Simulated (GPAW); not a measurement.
The F K edge of atom 2 in NaHF2 (R-3m), with 1 H at 1.13 Å and 3 Na at 2.32 Å (distorted tetrahedral, site symmetry 3m), was computed in 3 ways: excited-electron core hole (neutral cell), full core hole (charged cell) and no core hole. Program and functional: GPAW, LDA, Gaussian full width 0.9 eV up to 4 eV, rising linearly to 3.5 eV at 25 eV; cells of 4 and 24 atoms (the run without a hole in the smaller).

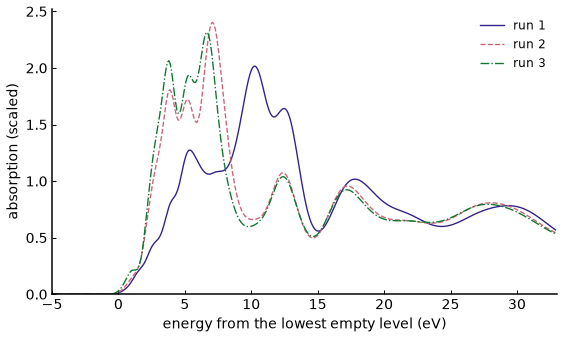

Each run is counted from its own lowest empty level or Fermi level and scaled to a mean of 1 over its first 20 eV.

**Question.** Which run is which?

Run 1: no core hole (area from −2 to 6 eV 3.5, main maxima 5.4 eV (1.27), 10.3 eV (2.02), 12.5 eV (1.64) and 17.8 eV (1.02)). Run 2: excited-electron core hole (neutral cell) (area from −2 to 6 eV 6.1, main maxima 3.9 eV (1.81), 5.2 eV (1.72), 7.1 eV (2.40) and 12.4 eV (1.07)). Run 3: full core hole (charged cell) (area from −2 to 6 eV 7.0, main maxima 3.8 eV (2.07), 5.3 eV (1.94), 6.7 eV (2.32) and 12.4 eV (1.04)). With each curve scaled to its own mean, the area from −2 to 6 eV with the hole is 6.1 against 3.5, and the centre of weight from −1 to 20 eV moves by -1.5 eV: the hole pulls the absorber's empty states down.

[Hosts, paths, dates, database ids (printed as entryN), source tags and the programs' standing remarks are cut or masked in the printed files.]

[Lists of maxima count a maximum above −3 eV only where it reaches 4 % of the highest in the window and stands out from its surroundings by 2 % of it (1.5 % where it reaches 55 %); shoulders and weaker maxima are passed over, and of the rest the first, up to two pre-edge ones and the few strongest are named.]
